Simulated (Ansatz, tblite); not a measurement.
# SiF2Cl2 (SiCl₂F₂): removing and adding an electron

Aim: the energy of removing and adding an electron for SiF2Cl2 (SiCl₂F₂), by energy differences, and how well orbital energies stand in for it.

Computed with Ansatz 0.2.0, Gaussian basis. Level: as each input shows.

The runs, in order: charge +1 doublet, at the geometry of the singlet (PBE0-D4/def2-TZVP, PBE-D4/def2-TZVP, r2SCAN-D4/def2-TZVP); charge -1 doublet, at the geometry of the singlet (PBE0-D4/def2-TZVPD, PBE-D4/def2-TZVPD, r2SCAN-D4/def2-TZVPD); the starting singlet's energies come from earlier runs.

### 1 The structure

The singlet was relaxed beforehand with PBE0-D4/def2-SVP.

5 atoms, charge 0, spin multiplicity 1.

Atoms are counted from 1 here; the program's logs count them from 0.

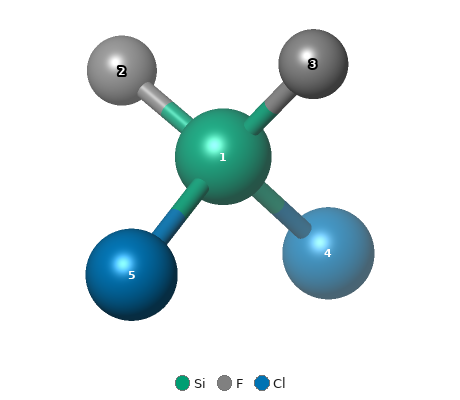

The geometry (silicon teal, fluorine grey, chlorine blue); atoms are numbered from 1 in the order of the file.

### 2 Charge +1 doublet at the fixed geometry, first pass, PBE0-D4/def2-SVP

File in.yaml:

```yaml
crystal:
  periodic: [false, false, false]
  atoms:
    - {symbol: Si, position_ang: [0.062104, -0.000259, 0.043267]}
    - {symbol: F, position_ang: [0.099275, -0.015235, 1.639720]}
    - {symbol: F, position_ang: [1.572677, 0.006943, -0.474797]}
    - {symbol: Cl, position_ang: [-0.869766, 1.674612, -0.588488]}
    - {symbol: Cl, position_ang: [-0.864290, -1.666061, -0.619713]}
basis:
  gaussian: {orbitals: def2-SVP}
total_charge: 1
magnetization: {spin_polarized: true, initial_magnetization: 1}
hamiltonian: {xc: pbe0, dispersion: d4}
output: {orbitals: {seedname: orbitals}}
```

The run is started by

```bash
$ ansatz run in.yaml --threads 4 --pin off --events-out ev --progress --plain --max-ram 3916MiB
```

Output:

```text
Functional definition: PBE0
  name "PBE0"
  cite "Adamo & Barone, J. Chem. Phys. 110, 6158 (1999) doi:10.1063/1.478522"
  cite "Perdew, Burke & Ernzerhof, Phys. Rev. Lett. 77, 3865 (1996) doi:10.1103/PhysRevLett.77.3865"
  parent pbe
  parameter a = 0.25
  parameter kappa = 0.804
  parameter beta = 0.06672455060314922
  exchange = (1 - a)*pbe_x(kappa = kappa, mu = beta*pi^2/3) + a*exact_x
  correlation = pbe_c(beta = beta)
738 factors; integrals over basis functions are off by at most 6.4e-4 eV
mean field evaluation 1: about -38311.7346 eV, gradient 4.8e1 eV
mean field evaluation 2: about -38277.8280 eV, gradient 1.1e2 eV
mean field evaluation 4: about -38319.0095 eV, gradient 3.2e0 eV
mean field evaluation 8: about -38319.0981 eV, gradient 2.3e-1 eV
mean field evaluation 16: about -38319.0988 eV, gradient 2.8e-3 eV
mean field evaluation 32: about -38319.0988 eV, gradient 1.1e-5 eV
mean field -38319.09881823 eV, -1408.2009079517 hartree, gradient 1.1e-5 eV, S^2 0.755523; 4 other end points of the search recorded, 0 dependent functions left out
reference -38319.09883597 eV, -1408.2009086039 hartree; 33, 32 occupied and 49, 50 virtual orbitals, 738 factors
Total energy: -38319.22755161 eV, -1408.2056388164 hartree
```

It took 3.2 s on 4 threads of Arm Neoverse V2, shared host.

HOMO -16.88 eV, LUMO -14.77 eV (over both spins); ⟨S²⟩ 0.756 (pure: 0.75).

### 3 Charge +1 doublet at the fixed geometry, PBE0-D4/def2-TZVP

start.molden holds the orbitals of an earlier run on this state, given as this run's starting guess.

Edit in.yaml of step 2 so:

```diff
@@ -9,3 +9,3 @@
 basis:
-  gaussian: {orbitals: def2-SVP}
+  gaussian: {orbitals: def2-TZVP, initial_orbitals: start.molden}
 total_charge: 1
@@ -13,2 +13,3 @@
 hamiltonian: {xc: pbe0, dispersion: d4}
+scf: {omitted_lower_state_checks: [starts]}
 output: {orbitals: {seedname: orbitals}}
```

Launched as before.

Output:

```text
Functional definition: PBE0
  name "PBE0"
  cite "Adamo & Barone, J. Chem. Phys. 110, 6158 (1999) doi:10.1063/1.478522"
  cite "Perdew, Burke & Ernzerhof, Phys. Rev. Lett. 77, 3865 (1996) doi:10.1103/PhysRevLett.77.3865"
  parent pbe
  parameter a = 0.25
  parameter kappa = 0.804
  parameter beta = 0.06672455060314922
  exchange = (1 - a)*pbe_x(kappa = kappa, mu = beta*pi^2/3) + a*exact_x
  correlation = pbe_c(beta = beta)
these checks for a lower state are left out or cut short: starts
1116 factors; their error is unknown
mean field evaluation 1: about -38332.6786 eV, gradient 1.6e2 eV
mean field evaluation 2: about -38337.5761 eV, gradient 5.8e0 eV
mean field evaluation 4: about -38337.8599 eV, gradient 1.8e-1 eV
mean field evaluation 8: about -38337.8602 eV, gradient 2.0e-5 eV
mean field -38337.86015119 eV, -1408.8903742212 hartree, gradient 1.4e-6 eV, S^2 0.757747; 0 other end points of the search recorded, 0 dependent functions left out
reference -38337.86017201 eV, -1408.8903749866 hartree; 33, 32 occupied and 140, 141 virtual orbitals, 1116 factors
Total energy: -38337.98888765 eV, -1408.8951051990 hartree
Checks for a lower state left out: starts
```

Wall time 8 s (4 threads of Arm Neoverse V2, shared host); peak memory 0.82 GiB.

Report: HOMO -16.71 eV, LUMO -14.57 eV (over both spins); ⟨S²⟩ 0.758 (pure: 0.75).

### 4 Charge +1 doublet at the fixed geometry, PBE-D4/def2-TZVP

Edit in.yaml of step 3 so:

```diff
@@ -12,3 +12,3 @@
 magnetization: {spin_polarized: true, initial_magnetization: 1}
-hamiltonian: {xc: pbe0, dispersion: d4}
+hamiltonian: {xc: pbe, dispersion: d4}
 scf: {omitted_lower_state_checks: [starts]}
```

Launched as before.

Output:

```text
Functional definition: PBE
  name "PBE"
  cite "Perdew, Burke & Ernzerhof, Phys. Rev. Lett. 77, 3865 (1996) doi:10.1103/PhysRevLett.77.3865"
  parent pbe
  parameter kappa = 0.804
  parameter beta = 0.06672455060314922
  exchange = pbe_x(kappa = kappa, mu = beta*pi^2/3)
  correlation = pbe_c(beta = beta)
these checks for a lower state are left out or cut short: starts
1076 factors; their error is unknown
mean field evaluation 1: about -38335.4738 eV, gradient 1.1e1 eV
mean field evaluation 2: about -38335.6359 eV, gradient 3.4e-1 eV
mean field evaluation 4: about -38335.6346 eV, gradient 9.2e-2 eV
mean field evaluation 8: about -38335.6347 eV, gradient 9.3e-6 eV
mean field -38335.63467799 eV, -1408.8085895895 hartree, gradient 8.2e-6 eV, S^2 0.752431; 0 other end points of the search recorded, 0 dependent functions left out
reference -38335.63470683 eV, -1408.8085906497 hartree; 33, 32 occupied and 140, 141 virtual orbitals, 1076 factors
Total energy: -38335.78734113 eV, -1408.8141998567 hartree
Checks for a lower state left out: starts
```

Run time: 2.7 s. Hardware: 4 threads of Arm Neoverse V2, shared host.

HOMO -15.21 eV, LUMO -15.05 eV (over both spins); ⟨S²⟩ 0.752 (pure: 0.75).

### 5 Charge +1 doublet at the fixed geometry, r2SCAN-D4/def2-TZVP

Edit in.yaml of step 4 so:

```diff
@@ -12,3 +12,3 @@
 magnetization: {spin_polarized: true, initial_magnetization: 1}
-hamiltonian: {xc: pbe, dispersion: d4}
+hamiltonian: {xc: r2scan, dispersion: d4}
 scf: {omitted_lower_state_checks: [starts]}
```

The command is unchanged.

Output:

```text
Functional definition: r2SCAN
  name "r2SCAN"
  cite "Furness, Kaplan, Ning, Perdew & Sun, J. Phys. Chem. Lett. 11, 8208 (2020) doi:10.1021/acs.jpclett.0c02405"
  cite "Furness, Kaplan, Ning, Perdew & Sun, J. Phys. Chem. Lett. 11, 9248 (2020) doi:10.1021/acs.jpclett.0c03077"
  parent r2scan
  parameter k0 = 0.174
  parameter k1 = 0.065
  parameter a1 = 4.9479
  exchange = r2scan_x(k0 = k0, k1 = k1, a1 = a1)
  correlation = r2scan_c
these checks for a lower state are left out or cut short: starts
1076 factors; their error is unknown
mean field evaluation 1: about -38350.3208 eV, gradient 7.0e0 eV
mean field evaluation 2: about -38350.3666 eV, gradient 1.5e-1 eV
mean field evaluation 4: about -38350.3605 eV, gradient 2.1e-2 eV
mean field evaluation 8: about -38350.3605 eV, gradient 6.6e-5 eV
mean field -38350.36050836 eV, -1409.3497538742 hartree, gradient 9.2e-6 eV, S^2 0.755326; 0 other end points of the search recorded, 0 dependent functions left out
reference -38350.36051692 eV, -1409.3497541890 hartree; 33, 32 occupied and 140, 141 virtual orbitals, 1076 factors
Total energy: -38350.39372811 eV, -1409.3509746777 hartree
Checks for a lower state left out: starts
```

Run time: 13 s. Hardware: 4 threads of Arm Neoverse V2, shared host.

Report: HOMO -15.64 eV, LUMO -15.19 eV (over both spins); ⟨S²⟩ 0.755 (pure: 0.75).

### 6 Vertical ionisation energy

Charged state less starting state, singlet to doublet; the starting state's energies are those of its earlier runs.

| level | vertical ionisation energy (eV) | time |
| --- | --- | --- |
| PBE-D4/def2-TZVP | +11.79 | 3.8 s |
| r2SCAN-D4/def2-TZVP | +12.07 | 15 s |
| PBE0-D4/def2-TZVP | +12.29 | 10 s |

Times add the two runs; a level without a time comes out of a correlated run.

Beside −ε(HOMO) of the starting state:

| level | −ε(HOMO) (eV) | by difference (eV) | mismatch (eV) |
| --- | --- | --- | --- |
| PBE-D4/def2-TZVP | 8.49 | 11.79 | -3.31 |
| r2SCAN-D4/def2-TZVP | 8.89 | 12.07 | -3.18 |
| PBE0-D4/def2-TZVP | 9.97 | 12.29 | -2.32 |

### 7 Charge -1 doublet at the fixed geometry, first pass, PBE0-D4/def2-SVP

Edit in.yaml of step 5 so:

```diff
@@ -9,7 +9,6 @@
 basis:
-  gaussian: {orbitals: def2-TZVP, initial_orbitals: start.molden}
-total_charge: 1
+  gaussian: {orbitals: def2-SVP}
+total_charge: -1
 magnetization: {spin_polarized: true, initial_magnetization: 1}
-hamiltonian: {xc: r2scan, dispersion: d4}
-scf: {omitted_lower_state_checks: [starts]}
+hamiltonian: {xc: pbe0, dispersion: d4}
 output: {orbitals: {seedname: orbitals}}
```

Launched as before.

Output:

```text
Functional definition: PBE0
  name "PBE0"
  cite "Adamo & Barone, J. Chem. Phys. 110, 6158 (1999) doi:10.1063/1.478522"
  cite "Perdew, Burke & Ernzerhof, Phys. Rev. Lett. 77, 3865 (1996) doi:10.1103/PhysRevLett.77.3865"
  parent pbe
  parameter a = 0.25
  parameter kappa = 0.804
  parameter beta = 0.06672455060314922
  exchange = (1 - a)*pbe_x(kappa = kappa, mu = beta*pi^2/3) + a*exact_x
  correlation = pbe_c(beta = beta)
738 factors; integrals over basis functions are off by at most 6.4e-4 eV
mean field evaluation 1: about -38328.3904 eV, gradient 1.1e1 eV
mean field evaluation 2: about -38328.1970 eV, gradient 1.4e1 eV
mean field evaluation 4: about -38328.9623 eV, gradient 5.6e-1 eV
mean field evaluation 8: about -38329.0033 eV, gradient 3.0e-2 eV
mean field evaluation 16: about -38329.0034 eV, gradient 1.2e-4 eV
mean field -38329.00335237 eV, -1408.5648928679 hartree, gradient 2.7e-5 eV, S^2 0.751688; 2 other end points of the search recorded, 0 dependent functions left out
reference -38329.00337811 eV, -1408.5648938140 hartree; 34, 33 occupied and 48, 49 virtual orbitals, 738 factors
Total energy: -38329.15697535 eV, -1408.5705384083 hartree
```

Run time: 1.6 s. Hardware: 4 threads of Arm Neoverse V2, shared host.

Report: HOMO 4.62 eV, LUMO 7.00 eV (over both spins); ⟨S²⟩ 0.752 (pure: 0.75). Doubts: highest occupied level lies above zero.

### 8 Charge -1 doublet at the fixed geometry, PBE0-D4/def2-TZVPD

Edit in.yaml of step 7 so:

```diff
@@ -9,3 +9,3 @@
 basis:
-  gaussian: {orbitals: def2-SVP}
+  gaussian: {orbitals: def2-TZVPD, initial_orbitals: start.molden}
 total_charge: -1
@@ -13,2 +13,3 @@
 hamiltonian: {xc: pbe0, dispersion: d4}
+scf: {omitted_lower_state_checks: [starts]}
 output: {orbitals: {seedname: orbitals}}
```

Same command.

Output:

```text
Functional definition: PBE0
  name "PBE0"
  cite "Adamo & Barone, J. Chem. Phys. 110, 6158 (1999) doi:10.1063/1.478522"
  cite "Perdew, Burke & Ernzerhof, Phys. Rev. Lett. 77, 3865 (1996) doi:10.1103/PhysRevLett.77.3865"
  parent pbe
  parameter a = 0.25
  parameter kappa = 0.804
  parameter beta = 0.06672455060314922
  exchange = (1 - a)*pbe_x(kappa = kappa, mu = beta*pi^2/3) + a*exact_x
  correlation = pbe_c(beta = beta)
these checks for a lower state are left out or cut short: starts
1306 factors; their error is unknown
mean field evaluation 1: about -38342.0500 eV, gradient 1.6e2 eV
mean field evaluation 2: about -38347.7629 eV, gradient 8.1e0 eV
mean field evaluation 4: about -38349.5849 eV, gradient 6.0e-1 eV
mean field evaluation 8: about -38349.6721 eV, gradient 4.2e-4 eV
mean field -38349.67209783 eV, -1409.3244552537 hartree, gradient 1.4e-5 eV, S^2 0.750364; 0 other end points of the search recorded, 0 dependent functions left out
reference -38349.67212578 eV, -1409.3244562811 hartree; 34, 33 occupied and 181, 182 virtual orbitals, 1306 factors
Total energy: -38349.82572302 eV, -1409.3301008754 hartree
Checks for a lower state left out: starts
```

It took 7.5 s on 4 threads of Arm Neoverse V2, shared host; peak memory 0.81 GiB.

Report: HOMO 1.55 eV, LUMO 2.72 eV (over both spins); ⟨S²⟩ 0.750 (pure: 0.75). Doubts: highest occupied level lies above zero.

### 9 Charge -1 doublet at the fixed geometry, PBE-D4/def2-TZVPD

Edit in.yaml of step 8 so:

```diff
@@ -12,3 +12,3 @@
 magnetization: {spin_polarized: true, initial_magnetization: 1}
-hamiltonian: {xc: pbe0, dispersion: d4}
+hamiltonian: {xc: pbe, dispersion: d4}
 scf: {omitted_lower_state_checks: [starts]}
```

The command is unchanged.

Output:

```text
Functional definition: PBE
  name "PBE"
  cite "Perdew, Burke & Ernzerhof, Phys. Rev. Lett. 77, 3865 (1996) doi:10.1103/PhysRevLett.77.3865"
  parent pbe
  parameter kappa = 0.804
  parameter beta = 0.06672455060314922
  exchange = pbe_x(kappa = kappa, mu = beta*pi^2/3)
  correlation = pbe_c(beta = beta)
these checks for a lower state are left out or cut short: starts
1229 factors; their error is unknown
mean field evaluation 1: about -38347.0232 eV, gradient 1.1e1 eV
mean field evaluation 2: about -38347.1606 eV, gradient 2.0e-1 eV
mean field evaluation 4: about -38347.1555 eV, gradient 1.4e-2 eV
mean field -38347.15546509 eV, -1409.2319707064 hartree, gradient 5.2e-5 eV, S^2 0.750253; 0 other end points of the search recorded, 0 dependent functions left out
reference -38347.15550263 eV, -1409.2319720863 hartree; 34, 33 occupied and 181, 182 virtual orbitals, 1229 factors
Total energy: -38347.33756930 eV, -1409.2386629128 hartree
Checks for a lower state left out: starts
```

Run time: 3.7 s. Hardware: 4 threads of Arm Neoverse V2, shared host.

From the report: HOMO 1.82 eV, LUMO 2.23 eV (over both spins); ⟨S²⟩ 0.750 (pure: 0.75). Doubts: highest occupied level lies above zero.

### 10 Charge -1 doublet at the fixed geometry, r2SCAN-D4/def2-TZVPD

Edit in.yaml of step 9 so:

```diff
@@ -12,3 +12,3 @@
 magnetization: {spin_polarized: true, initial_magnetization: 1}
-hamiltonian: {xc: pbe, dispersion: d4}
+hamiltonian: {xc: r2scan, dispersion: d4}
 scf: {omitted_lower_state_checks: [starts]}
```

The command is unchanged.

Output:

```text
Functional definition: r2SCAN
  name "r2SCAN"
  cite "Furness, Kaplan, Ning, Perdew & Sun, J. Phys. Chem. Lett. 11, 8208 (2020) doi:10.1021/acs.jpclett.0c02405"
  cite "Furness, Kaplan, Ning, Perdew & Sun, J. Phys. Chem. Lett. 11, 9248 (2020) doi:10.1021/acs.jpclett.0c03077"
  parent r2scan
  parameter k0 = 0.174
  parameter k1 = 0.065
  parameter a1 = 4.9479
  exchange = r2scan_x(k0 = k0, k1 = k1, a1 = a1)
  correlation = r2scan_c
these checks for a lower state are left out or cut short: starts
1229 factors; their error is unknown
mean field evaluation 1: about -38361.8746 eV, gradient 7.0e0 eV
mean field evaluation 2: about -38361.9075 eV, gradient 7.4e-2 eV
mean field evaluation 4: about -38361.8978 eV, gradient 1.8e-3 eV
mean field evaluation 8: about -38361.8978 eV, gradient 8.8e-5 eV
mean field -38361.89778360 eV, -1409.7737409192 hartree, gradient 1.4e-5 eV, S^2 0.750490; 0 other end points of the search recorded, 0 dependent functions left out
reference -38361.89781073 eV, -1409.7737419160 hartree; 34, 33 occupied and 181, 182 virtual orbitals, 1229 factors
Total energy: -38361.93775932 eV, -1409.7752099997 hartree
Checks for a lower state left out: starts
```

Run time: 9.5 s. Hardware: 4 threads of Arm Neoverse V2, shared host.

HOMO 1.85 eV, LUMO 2.37 eV (over both spins); ⟨S²⟩ 0.750 (pure: 0.75). Doubts: highest occupied level lies above zero.

### 11 Vertical electron affinity

Starting state less charged state (positive: the electron is bound), singlet to doublet; the starting state's energies are those of its earlier runs.

| level | vertical electron affinity (eV) | time |
| --- | --- | --- |
| PBE-D4/def2-TZVPD | -0.31 | 5.4 s |
| r2SCAN-D4/def2-TZVPD | -0.58 | 13 s |
| PBE0-D4/def2-TZVPD | -0.50 | 10 s |

Times add the two runs; a level without a time comes out of a correlated run.

Beside −ε(LUMO) of the starting state:

| level | −ε(LUMO) (eV) | by difference (eV) | mismatch (eV) |
| --- | --- | --- | --- |
| PBE-D4/def2-TZVPD | 1.52 | -0.31 | +1.83 |
| r2SCAN-D4/def2-TZVPD | 0.97 | -0.58 | +1.55 |
| PBE0-D4/def2-TZVPD | 0.63 | -0.50 | +1.13 |

### 12 What came out

| quantity | value |
| --- | --- |
| vertical ionisation energy, functionals in def2-TZVP | 11.79 (PBE-D4) to 12.29 eV (PBE0-D4) |
| vertical electron affinity, functionals in def2-TZVPD | -0.58 (r2SCAN-D4) to -0.31 eV (PBE-D4) |

In words: The vertical ionisation energy spans 11.79 to 12.29 eV over the functionals. −ε(HOMO) misses the level's own difference by -2.32 eV at best (PBE0-D4) and -3.31 eV at worst (PBE-D4). The vertical electron affinity spans -0.58 to -0.31 eV over the functionals. A negative affinity means an unbound electron, held by the basis alone. −ε(LUMO) misses the level's own difference by +1.13 eV at best (PBE0-D4) and +1.83 eV at worst (PBE-D4).
